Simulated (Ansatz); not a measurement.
Si4NH12F: geometry relaxation (part 1 of 2)

Si4NH12F, computed with RKS PBE0-D4/def2-TZVP (Ansatz 0.2.0).

The geometry is a transition state displaced along its imaginary mode. The reaction was set up to form Si1–N7 and Si2–H6 and to break Si1–Si2 and H6–N7 (atoms counted from 1 in the order of the input); sticks are drawn by distance alone. Figures and captions count atoms from 1; the log counts them from 0 in places.

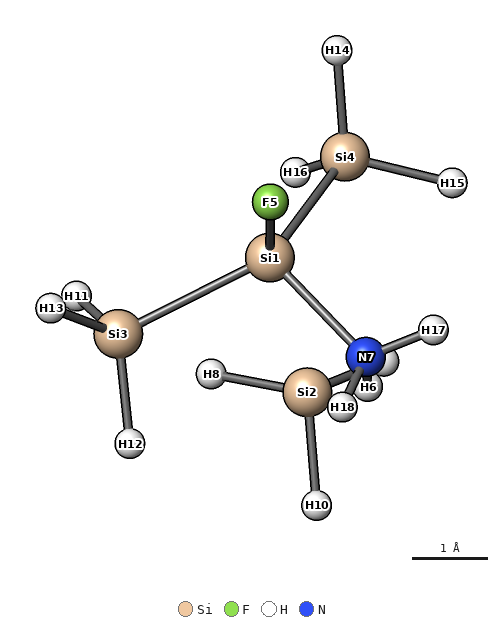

*The starting structure (ball-and-stick view, seen at a tilt; atoms are numbered from 1 in the order of the input).*

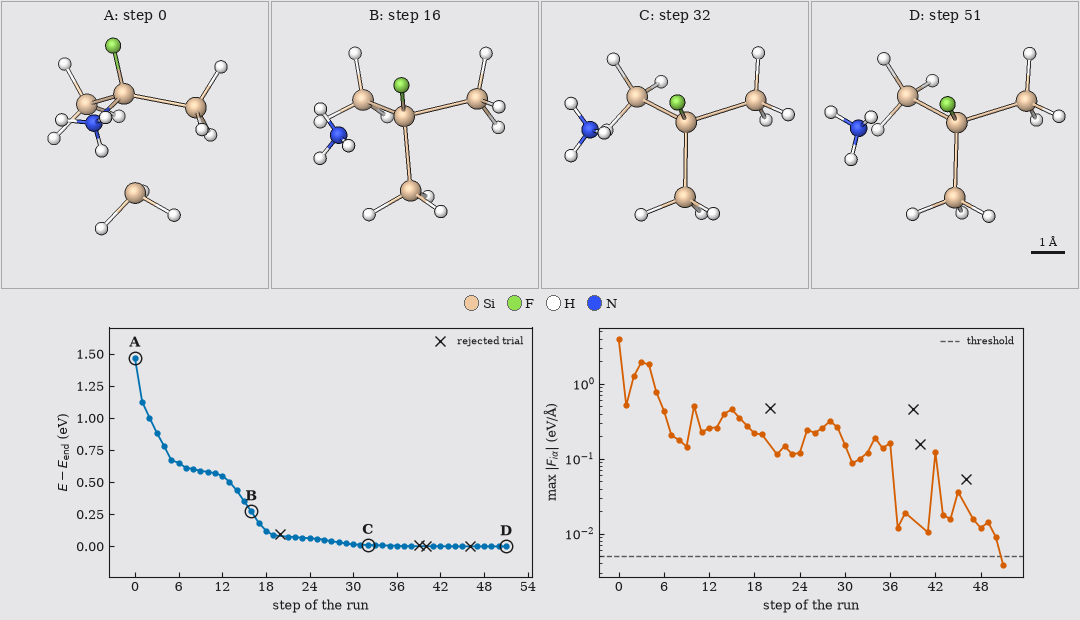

*Frames of the relaxation (ball-and-stick view, seen at a tilt) above the curves, on which the letters mark them (the first geometry is step 0 here and step 1 in the log).*

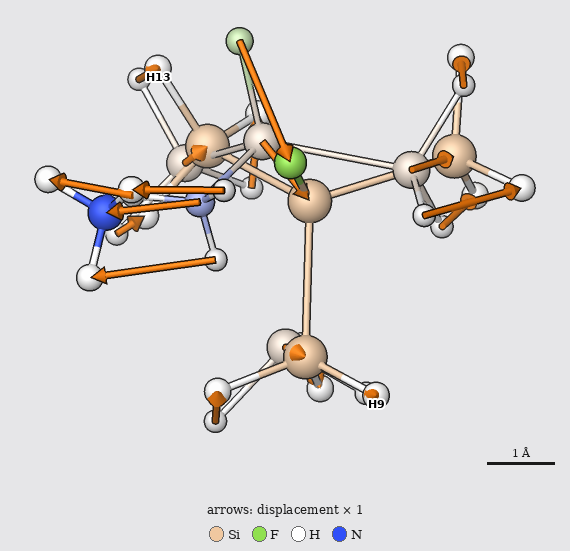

*Start (faint) and end (solid) with the displacements as orange arrows, at true length (ball-and-stick view, seen at a tilt). The two geometries are laid on each other by the best rigid fit.*

The largest move after the best rigid fit is that of F5, 2.21 Å. By element the largest moves are F 2.21 Å, H 1.92 Å, N 1.52 Å, Si 1.15 Å. Distances before and after: Si1–N7 1.930 → 3.182 Å, Si1–Si2 3.152 → 2.343 Å, H6–N7 0.951 → 1.013 Å, Si1–Si4 2.301 → 2.347 Å. New bonds form: Si1–Si2 (3.15 → 2.34 Å). Bonds break: Si1–N7 (1.93 → 3.18 Å). Among the angles that change: Si3–Si1–Si4 124.7° → 109.8°, H9–Si2–H10 101.1° → 108.3°, H8–Si2–H10 102.5° → 108.4°. Over 51 geometry steps the energy falls by 1.471 eV. Largest force component: 4 eV/Å at the start, 0.0038 eV/Å at the end. The line search rejected the trial steps at points 20, 39, 40, 46 (counted from 0) and went back. (Atoms are counted from 1 in the order of the input.)

The input that produced these results follows, with the program's output.

The input:
```yaml
crystal:
  periodic: [false, false, false]
  atoms:
    - {symbol: Si, position_ang: [-1.098917, -0.181373, 0.308703]}
    - {symbol: Si, position_ang: [1.913857, 0.246271, -0.514839]}
    - {symbol: Si, position_ang: [-1.284182, 1.093764, -1.605726]}
    - {symbol: Si, position_ang: [-0.014164, 0.483778, 2.226389]}
    - {symbol: F, position_ang: [-2.584771, -0.755000, 0.699436]}
    - {symbol: H, position_ang: [0.487492, -1.572330, -0.353417]}
    - {symbol: N, position_ang: [-0.384013, -1.907325, -0.174838]}
    - {symbol: H, position_ang: [1.812004, 1.678140, -0.906252]}
    - {symbol: H, position_ang: [2.969101, 0.229658, 0.549315]}
    - {symbol: H, position_ang: [2.675604, -0.367185, -1.695592]}
    - {symbol: H, position_ang: [-0.724862, 2.427929, -1.288395]}
    - {symbol: H, position_ang: [-0.555565, 0.456905, -2.734974]}
    - {symbol: H, position_ang: [-2.718166, 1.230153, -1.992517]}
    - {symbol: H, position_ang: [-0.995031, 0.856318, 3.286363]}
    - {symbol: H, position_ang: [0.802379, -0.656296, 2.733331]}
    - {symbol: H, position_ang: [0.839981, 1.648383, 1.896309]}
    - {symbol: H, position_ang: [-0.368560, -2.589990, 0.578823]}
    - {symbol: H, position_ang: [-0.771888, -2.321801, -1.012220]}
basis:
  gaussian: {orbitals: def2-TZVP}
hamiltonian: {xc: pbe0, dispersion: d4}
relax: {f_tol: 0.005, max_steps: 200}
```

Launch command:
```bash
ansatz run in.yaml --threads 4 --pin off --events-out ev --progress --plain --max-ram 66560MiB --backend cuda --devices 0, --max-vram 37GiB
```

What the program printed:
```
Functional definition: PBE0
  name "PBE0"
  cite "Adamo & Barone, J. Chem. Phys. 110, 6158 (1999) doi:10.1063/1.478522"
  cite "Perdew, Burke & Ernzerhof, Phys. Rev. Lett. 77, 3865 (1996) doi:10.1103/PhysRevLett.77.3865"
  parent pbe
  parameter a = 0.25
  parameter kappa = 0.804
  parameter beta = 0.06672455060314922
  exchange = (1 - a)*pbe_x(kappa = kappa, mu = beta*pi^2/3) + a*exact_x
  correlation = pbe_c(beta = beta)
1911 factors; their error is unknown
mean field evaluation 1: about -35892.0651 eV, gradient 5.7e1 eV
mean field evaluation 2: about -35889.4052 eV, gradient 7.0e1 eV
mean field evaluation 4: about -35897.7498 eV, gradient 3.1e0 eV
mean field evaluation 8: about -35897.7697 eV, gradient 4.3e-2 eV
mean field evaluation 16: about -35897.9070 eV, gradient 1.0e-4 eV
mean field -35897.90702852 eV, -1319.2237508228 hartree, gradient 2.5e-5 eV, S^2 0.000000; 0 other end points of the search recorded, 0 dependent functions left out
the calculation of the forces begins
reference -35897.90707399 eV, -1319.2237524937 hartree; 42, 42 occupied and 240, 240 virtual orbitals, 1911 factors
relax step   1: F+E_penalty+E_count = -35898.40797870 eV  Δ(F+E_penalty+E_count) = +0.000e0 eV  max|allowed force component| = 3.984e0 eV/Å  Δτ_max = 0.0000 Å  (29 SCF iters, accepted)
these checks for a lower state are left out or cut short: starts, cluster_reference, orbital_swaps, neighbouring_geometries, increment
1911 factors; their error is unknown
mean field -35898.25382609 eV, -1319.2364953985 hartree, gradient 2.3e-5 eV, S^2 0.000000; 0 other end points of the search recorded, 0 dependent functions left out
[... from here on the field's lines of each further geometry are left out, up to the last ...]
relax step   2: F+E_penalty+E_count = -35898.75209856 eV  Δ(F+E_penalty+E_count) = -3.441e-1 eV  max|allowed force component| = 5.141e-1 eV/Å  Δτ_max = 0.1987 Å  (31 SCF iters, accepted)
relax step   3: F+E_penalty+E_count = -35898.87437971 eV  Δ(F+E_penalty+E_count) = -1.223e-1 eV  max|allowed force component| = 1.257e0 eV/Å  Δτ_max = 0.1945 Å  (31 SCF iters, accepted)
relax step   4: F+E_penalty+E_count = -35898.99224619 eV  Δ(F+E_penalty+E_count) = -1.179e-1 eV  max|allowed force component| = 1.933e0 eV/Å  Δτ_max = 0.1917 Å  (31 SCF iters, accepted)
relax step   5: F+E_penalty+E_count = -35899.09532964 eV  Δ(F+E_penalty+E_count) = -1.031e-1 eV  max|allowed force component| = 1.814e0 eV/Å  Δτ_max = 0.1944 Å  (31 SCF iters, accepted)
relax step   6: F+E_penalty+E_count = -35899.20672666 eV  Δ(F+E_penalty+E_count) = -1.114e-1 eV  max|allowed force component| = 7.694e-1 eV/Å  Δτ_max = 0.1997 Å  (31 SCF iters, accepted)
relax step   7: F+E_penalty+E_count = -35899.22689259 eV  Δ(F+E_penalty+E_count) = -2.017e-2 eV  max|allowed force component| = 4.360e-1 eV/Å  Δτ_max = 0.1999 Å  (31 SCF iters, accepted)
relax step   8: F+E_penalty+E_count = -35899.26558525 eV  Δ(F+E_penalty+E_count) = -3.869e-2 eV  max|allowed force component| = 2.042e-1 eV/Å  Δτ_max = 0.1127 Å  (31 SCF iters, accepted)
relax step   9: F+E_penalty+E_count = -35899.27501620 eV  Δ(F+E_penalty+E_count) = -9.431e-3 eV  max|allowed force component| = 1.774e-1 eV/Å  Δτ_max = 0.0558 Å  (31 SCF iters, accepted)
relax step  10: F+E_penalty+E_count = -35899.29044519 eV  Δ(F+E_penalty+E_count) = -1.543e-2 eV  max|allowed force component| = 1.454e-1 eV/Å  Δτ_max = 0.2000 Å  (28 SCF iters, accepted)
relax step  11: F+E_penalty+E_count = -35899.29709989 eV  Δ(F+E_penalty+E_count) = -6.655e-3 eV  max|allowed force component| = 5.041e-1 eV/Å  Δτ_max = 0.1950 Å  (29 SCF iters, accepted)
relax step  12: F+E_penalty+E_count = -35899.30926449 eV  Δ(F+E_penalty+E_count) = -1.216e-2 eV  max|allowed force component| = 2.243e-1 eV/Å  Δτ_max = 0.0242 Å  (33 SCF iters, accepted)
relax step  13: F+E_penalty+E_count = -35899.32763868 eV  Δ(F+E_penalty+E_count) = -1.837e-2 eV  max|allowed force component| = 2.578e-1 eV/Å  Δτ_max = 0.2000 Å  (29 SCF iters, accepted)
relax step  14: F+E_penalty+E_count = -35899.37528057 eV  Δ(F+E_penalty+E_count) = -4.764e-2 eV  max|allowed force component| = 2.609e-1 eV/Å  Δτ_max = 0.1928 Å  (31 SCF iters, accepted)
relax step  15: F+E_penalty+E_count = -35899.44281897 eV  Δ(F+E_penalty+E_count) = -6.754e-2 eV  max|allowed force component| = 3.979e-1 eV/Å  Δτ_max = 0.1951 Å  (32 SCF iters, accepted)
relax step  16: F+E_penalty+E_count = -35899.52647424 eV  Δ(F+E_penalty+E_count) = -8.366e-2 eV  max|allowed force component| = 4.551e-1 eV/Å  Δτ_max = 0.1930 Å  (32 SCF iters, accepted)
relax step  17: F+E_penalty+E_count = -35899.60625690 eV  Δ(F+E_penalty+E_count) = -7.978e-2 eV  max|allowed force component| = 3.516e-1 eV/Å  Δτ_max = 0.1946 Å  (32 SCF iters, accepted)
relax step  18: F+E_penalty+E_count = -35899.69358547 eV  Δ(F+E_penalty+E_count) = -8.733e-2 eV  max|allowed force component| = 2.767e-1 eV/Å  Δτ_max = 0.1941 Å  (31 SCF iters, accepted)
relax step  19: F+E_penalty+E_count = -35899.75503193 eV  Δ(F+E_penalty+E_count) = -6.145e-2 eV  max|allowed force component| = 2.175e-1 eV/Å  Δτ_max = 0.1900 Å  (30 SCF iters, accepted)
relax step  20: F+E_penalty+E_count = -35899.79221780 eV  Δ(F+E_penalty+E_count) = -3.719e-2 eV  max|allowed force component| = 2.105e-1 eV/Å  Δτ_max = 0.2000 Å  (29 SCF iters, accepted)
relax step  21: F+E_penalty+E_count = -35899.78379874 eV  Δ(F+E_penalty+E_count) = +8.419e-3 eV  max|allowed force component| = 4.801e-1 eV/Å  Δτ_max = 0.1860 Å  (30 SCF iters, rejected (line search))
relax step  22: F+E_penalty+E_count = -35899.80290047 eV  Δ(F+E_penalty+E_count) = -1.068e-2 eV  max|allowed force component| = 1.139e-1 eV/Å  Δτ_max = 0.0896 Å  (30 SCF iters, accepted)
relax step  23: F+E_penalty+E_count = -35899.80683722 eV  Δ(F+E_penalty+E_count) = -3.937e-3 eV  max|allowed force component| = 1.475e-1 eV/Å  Δτ_max = 0.0955 Å  (30 SCF iters, accepted)
relax step  24: F+E_penalty+E_count = -35899.81127549 eV  Δ(F+E_penalty+E_count) = -4.438e-3 eV  max|allowed force component| = 1.149e-1 eV/Å  Δτ_max = 0.0714 Å  (30 SCF iters, accepted)
relax step  25: F+E_penalty+E_count = -35899.81540550 eV  Δ(F+E_penalty+E_count) = -4.130e-3 eV  max|allowed force component| = 1.192e-1 eV/Å  Δτ_max = 0.0892 Å  (30 SCF iters, accepted)
relax step  26: F+E_penalty+E_count = -35899.81972474 eV  Δ(F+E_penalty+E_count) = -4.319e-3 eV  max|allowed force component| = 2.438e-1 eV/Å  Δτ_max = 0.1791 Å  (31 SCF iters, accepted)
relax step  27: F+E_penalty+E_count = -35899.82616650 eV  Δ(F+E_penalty+E_count) = -6.442e-3 eV  max|allowed force component| = 2.211e-1 eV/Å  Δτ_max = 0.0722 Å  (31 SCF iters, accepted)
relax step  28: F+E_penalty+E_count = -35899.83962312 eV  Δ(F+E_penalty+E_count) = -1.346e-2 eV  max|allowed force component| = 2.562e-1 eV/Å  Δτ_max = 0.1951 Å  (29 SCF iters, accepted)
relax step  29: F+E_penalty+E_count = -35899.84605377 eV  Δ(F+E_penalty+E_count) = -6.431e-3 eV  max|allowed force component| = 3.157e-1 eV/Å  Δτ_max = 0.1950 Å  (29 SCF iters, accepted)
relax step  30: F+E_penalty+E_count = -35899.85622005 eV  Δ(F+E_penalty+E_count) = -1.017e-2 eV  max|allowed force component| = 2.658e-1 eV/Å  Δτ_max = 0.0865 Å  (30 SCF iters, accepted)
relax step  31: F+E_penalty+E_count = -35899.86370415 eV  Δ(F+E_penalty+E_count) = -7.484e-3 eV  max|allowed force component| = 1.529e-1 eV/Å  Δτ_max = 0.0603 Å  (30 SCF iters, accepted)
relax step  32: F+E_penalty+E_count = -35899.86520950 eV  Δ(F+E_penalty+E_count) = -1.505e-3 eV  max|allowed force component| = 8.678e-2 eV/Å  Δτ_max = 0.0403 Å  (32 SCF iters, accepted)
relax step  33: F+E_penalty+E_count = -35899.86799121 eV  Δ(F+E_penalty+E_count) = -2.782e-3 eV  max|allowed force component| = 9.936e-2 eV/Å  Δτ_max = 0.0655 Å  (30 SCF iters, accepted)
relax step  34: F+E_penalty+E_count = -35899.86952318 eV  Δ(F+E_penalty+E_count) = -1.532e-3 eV  max|allowed force component| = 1.207e-1 eV/Å  Δτ_max = 0.0514 Å  (30 SCF iters, accepted)
relax step  35: F+E_penalty+E_count = -35899.87091371 eV  Δ(F+E_penalty+E_count) = -1.391e-3 eV  max|allowed force component| = 1.912e-1 eV/Å  Δτ_max = 0.0764 Å  (30 SCF iters, accepted)
relax step  36: F+E_penalty+E_count = -35899.87263440 eV  Δ(F+E_penalty+E_count) = -1.721e-3 eV  max|allowed force component| = 1.371e-1 eV/Å  Δτ_max = 0.0449 Å  (30 SCF iters, accepted)
relax step  37: F+E_penalty+E_count = -35899.87334126 eV  Δ(F+E_penalty+E_count) = -7.069e-4 eV  max|allowed force component| = 1.627e-1 eV/Å  Δτ_max = 0.0970 Å  (31 SCF iters, accepted)
relax step  38: F+E_penalty+E_count = -35899.87653080 eV  Δ(F+E_penalty+E_count) = -3.190e-3 eV  max|allowed force component| = 1.197e-2 eV/Å  Δτ_max = 0.0515 Å  (30 SCF iters, accepted)
relax step  39: F+E_penalty+E_count = -35899.87731284 eV  Δ(F+E_penalty+E_count) = -7.820e-4 eV  max|allowed force component| = 1.893e-2 eV/Å  Δτ_max = 0.0429 Å  (30 SCF iters, accepted)
relax step  40: F+E_penalty+E_count = -35899.86934332 eV  Δ(F+E_penalty+E_count) = +7.970e-3 eV  max|allowed force component| = 4.619e-1 eV/Å  Δτ_max = 0.1595 Å  (28 SCF iters, rejected (line search))
relax step  41: F+E_penalty+E_count = -35899.87496028 eV  Δ(F+E_penalty+E_count) = +2.353e-3 eV  max|allowed force component| = 1.559e-1 eV/Å  Δτ_max = 0.0338 Å  (30 SCF iters, rejected (line search))
relax step  42: F+E_penalty+E_count = -35899.87762578 eV  Δ(F+E_penalty+E_count) = -3.129e-4 eV  max|allowed force component| = 1.041e-2 eV/Å  Δτ_max = 0.0166 Å  (32 SCF iters, accepted)
relax step  43: F+E_penalty+E_count = -35899.87763498 eV  Δ(F+E_penalty+E_count) = -9.199e-6 eV  max|allowed force component| = 1.224e-1 eV/Å  Δτ_max = 0.0827 Å  (29 SCF iters, accepted)
relax step  44: F+E_penalty+E_count = -35899.87841671 eV  Δ(F+E_penalty+E_count) = -7.817e-4 eV  max|allowed force component| = 1.778e-2 eV/Å  Δτ_max = 0.0189 Å  (31 SCF iters, accepted)
relax step  45: F+E_penalty+E_count = -35899.87859958 eV  Δ(F+E_penalty+E_count) = -1.829e-4 eV  max|allowed force component| = 1.563e-2 eV/Å  Δτ_max = 0.0196 Å  (31 SCF iters, accepted)
relax step  46: F+E_penalty+E_count = -35899.87869365 eV  Δ(F+E_penalty+E_count) = -9.407e-5 eV  max|allowed force component| = 3.604e-2 eV/Å  Δτ_max = 0.0356 Å  (31 SCF iters, accepted)
relax step  47: F+E_penalty+E_count = -35899.87864347 eV  Δ(F+E_penalty+E_count) = +5.018e-5 eV  max|allowed force component| = 5.422e-2 eV/Å  Δτ_max = 0.0297 Å  (31 SCF iters, rejected (line search))
relax step  48: F+E_penalty+E_count = -35899.87881154 eV  Δ(F+E_penalty+E_count) = -1.179e-4 eV  max|allowed force component| = 1.565e-2 eV/Å  Δτ_max = 0.0148 Å  (31 SCF iters, accepted)
relax step  49: F+E_penalty+E_count = -35899.87883278 eV  Δ(F+E_penalty+E_count) = -2.123e-5 eV  max|allowed force component| = 1.191e-2 eV/Å  Δτ_max = 0.0191 Å  (31 SCF iters, accepted)
relax step  50: F+E_penalty+E_count = -35899.87886760 eV  Δ(F+E_penalty+E_count) = -3.482e-5 eV  max|allowed force component| = 1.416e-2 eV/Å  Δτ_max = 0.0082 Å  (32 SCF iters, accepted)
relax step  51: F+E_penalty+E_count = -35899.87887447 eV  Δ(F+E_penalty+E_count) = -6.871e-6 eV  max|allowed force component| = 9.047e-3 eV/Å  Δτ_max = 0.0018 Å  (23 SCF iters, accepted)
the calculation of the forces begins
reference -35899.44113221 eV, -1319.2801280934 hartree; 42, 42 occupied and 240, 240 virtual orbitals, 1911 factors
relax step  52: F+E_penalty+E_count = -35899.87887838 eV  Δ(F+E_penalty+E_count) = -3.905e-6 eV  max|allowed force component| = 3.779e-3 eV/Å  Δτ_max = 0.0030 Å  (23 SCF iters, accepted)
1911 factors; their error is unknown
mean field evaluation 384: about -35899.4410 eV, gradient 2.7e-1 eV
mean field -35899.44108580 eV, -1319.2801263880 hartree, gradient 1.6e-5 eV, S^2 0.000000; 1 other end points of the search recorded, 0 dependent functions left out
the calculation of the forces begins
reference -35899.44113221 eV, -1319.2801280934 hartree; 42, 42 occupied and 240, 240 virtual orbitals, 1911 factors
Total energy: -35899.87892479 eV, -1319.2962166739 hartree
Atom 0 at    -0.057196     0.052013     0.671367 Å, force    -0.001733    -0.002831     0.002470 eV/Å
Atom 1 at     2.184829    -0.161596     0.024782 Å, force     0.000237     0.000143    -0.000469 eV/Å
Atom 2 at    -1.342661     0.822952    -1.130374 Å, force     0.000045    -0.000178    -0.000494 eV/Å
Atom 3 at    -0.176020     1.584059     2.445028 Å, force     0.000119    -0.000652    -0.000270 eV/Å
Atom 4 at    -0.600974    -1.372971     1.235317 Å, force     0.001650     0.003429    -0.001599 eV/Å
Atom 5 at     0.248895    -2.353418    -2.028919 Å, force    -0.001169     0.000566     0.001080 eV/Å
Atom 6 at    -0.637198    -2.062581    -1.634667 Å, force    -0.001961    -0.003779    -0.000664 eV/Å
Atom 7 at     2.617413     1.152899    -0.526003 Å, force    -0.000279    -0.000601     0.000126 eV/Å
Atom 8 at     3.067023    -0.505429     1.173470 Å, force    -0.000366     0.000178    -0.000323 eV/Å
Atom 9 at     2.367550    -1.196572    -1.029757 Å, force     0.000432     0.000016     0.000255 eV/Å
Atom 10 at    -1.678847     2.257645    -0.871375 Å, force     0.000207    -0.000296    -0.000051 eV/Å
Atom 11 at    -0.605296     0.777999    -2.418158 Å, force    -0.000268     0.000236    -0.000177 eV/Å
Atom 12 at    -2.629073     0.085163    -1.226144 Å, force     0.000059     0.000088    -0.000004 eV/Å
Atom 13 at    -1.584675     1.820794     2.863519 Å, force     0.000051     0.000199     0.000103 eV/Å
Atom 14 at     0.602436     1.126615     3.628392 Å, force    -0.000098     0.000139     0.000069 eV/Å
Atom 15 at     0.398723     2.872785     1.967634 Å, force     0.000026     0.000145     0.000319 eV/Å
Atom 16 at    -0.819178    -2.641294    -0.823485 Å, force     0.001400     0.001748    -0.001161 eV/Å
Atom 17 at    -1.355451    -2.259066    -2.320728 Å, force     0.001647     0.001450     0.000788 eV/Å
Dipole moment:     0.026493    -0.344919    -0.318072 e Å
```
